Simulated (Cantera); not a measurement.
A closed system holds: 1 mol Si₃N₄, 0.41 mol CO₂, a varied amount of N₂, 0.095 mol N₂O, held at 1875 K and 13.3 mbar.

Equilibrium computed with Cantera from the NASA thermochemical tables; the gas is ideal and each condensed phase is pure. Candidate condensed phases: C, Si, SiC, SiO₂, Si₂N₂O, Si₃N₄; 34 gas species. Mutual solubility and eutectic melting of coexisting phases are not modelled. The tables' values for SiN are old estimates; treat these amounts as uncertain. Rates play no part.

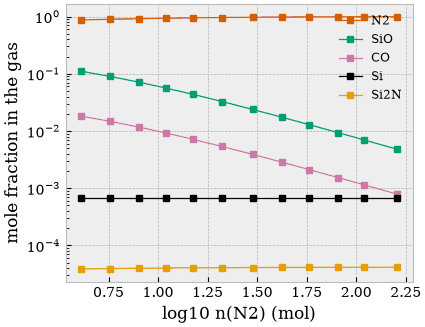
Fig. 1. Equilibrium gas composition (values under 1e-9 drawn at 1e-9)

From 4.1 mol N₂ to 160 mol N₂ the condensed part is Si(l) + SiC(s). The main Si-bearing gas is SiO throughout.
